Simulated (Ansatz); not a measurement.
Response to strain in MoP

Consider MoP (space group P-6m2, No. 187; a = 3.208 Å, c = 3.173 Å; relaxed with 0.1 eV smearing).

Strains are applied to the cell and any free atomic positions relax.

All numbers come from Ansatz (a quantum-chemistry and plane-wave program), PBEsol, PAW, cutoff 420 eV, scalar-relativistic without spin-orbit coupling.

Notes on the quantities. pressure: mean of the normal stresses, compression positive.

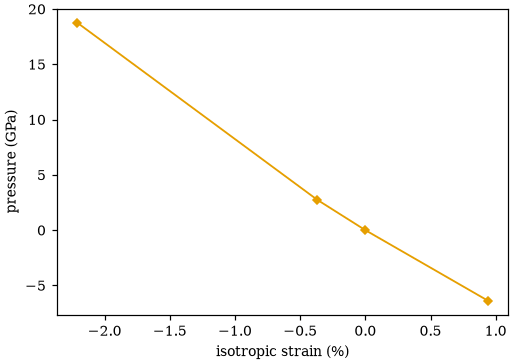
Pressure against isotropic strain

```tsv
isotropic strain (%)	pressure
-2.21	18.8 GPa
-0.37	2.8 GPa
0.94	-6.4 GPa
```

No phonon test of stability was made. The final runs are not spin-polarised. An odd electron count without spin: MoP.
